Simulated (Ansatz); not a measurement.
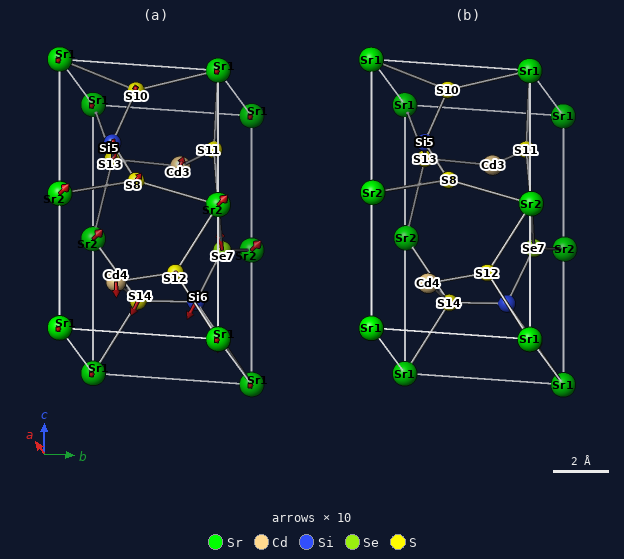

The structure of solid Sr2Cd2Si2SeS7 (a generated structure, set up in P1) before (left) and after (right) a relaxation, at one scale. The red arrows give the displacements, 10 times their true length.

Style: ball-and-stick. Shown: the cell of the calculation, reduced to other axes, from a free direction. Lengths and directions refer to the drawn axes.

These are results of DFT, PBE, plane-wave PAW, default files, scalar-relativistic (Ansatz), not measurements.

Input
```yaml
crystal:
  lattice:
    - [10.2821, 0.0, 0.0]
    - [0.0, 5.07755, 3.18495]
    - [0.0, -5.07755, 3.18495]
  atoms:
    - { symbol: Sr, position: [0.0, 0.001805755, 0.001805755] }
    - { symbol: Sr, position: [0.5, 0.001805755, 0.001805755] }
    - { symbol: Cd, position: [0.75, 0.2740236527, 0.608818719] }
    - { symbol: Cd, position: [0.25, 0.608818719, 0.2740236527] }
    - { symbol: Si, position: [0.75, 0.7065911703, 0.2712236976] }
    - { symbol: Si, position: [0.25, 0.2712236976, 0.7065911703] }
    - { symbol: Se, position: [0.4180532017, 0.4642874547, 0.9132238232] }
    - { symbol: S, position: [0.5819467983, 0.9132238232, 0.4642874547] }
    - { symbol: S, position: [0.0819467983, 0.4642874547, 0.9132238232] }
    - { symbol: S, position: [0.9180532017, 0.9132238232, 0.4642874547] }
    - { symbol: S, position: [0.75, 0.7130085423, 0.9136826943] }
    - { symbol: S, position: [0.25, 0.9136826943, 0.7130085423] }
    - { symbol: S, position: [0.75, 0.325553029, 0.1928044289] }
    - { symbol: S, position: [0.25, 0.1928044289, 0.325553029] }
kpoints:
  mp_grid: { grid: [3, 5, 5] }
scf:
  occupations: { method: fermi_dirac, width: 0.02 }
hamiltonian:
  xc: pbe
  pseudopotentials: { kind: paw }
output:
  forces: true
  stress: true
  populations: true
  efg:
    quadrupole_moments_barn: { Sr: 0.305, S: -0.0694 }
    contact_densities: true
relax:
  f_tol: 0.02
  max_steps: 60
```

Command:
```bash
ansatz run input.yaml --threads 1 --pin off --max-ram 3072MiB --backend cpu --events-out ev --progress --plain --runs-dir out
```

Question: Describe what moved and what it gained.

Answer: The energy falls by 12.5 meV per atom in 4 geometry steps. Largest force component: 2.1 eV/Å at the start, 0.017 eV/Å at the end. The atom that moves furthest is Se7 (0.083 Å along [1 0 1]). Largest moves by element: Se 0.083 Å, Si 0.077 Å, Sr 0.066 Å, S 0.064 Å, Cd 0.063 Å. The lattice vectors keep their values. Near-neighbour distances that change, for instance: Si6–Se7 2.147 → 2.293 Å, Cd4–Se7 2.604 → 2.696 Å, Sr1–S14 3.122 → 3.078 Å, Sr2–S12 3.014 → 3.055 Å. Among the angles between lasting bonds that change: Se7–Cd4–S12 135.3° → 131.5°, Cd4–Se7–Si6 81.1° → 77.8°, Sr2–S12–Cd4 118.4° → 120.7°. The space group stays P1 (No. 1).
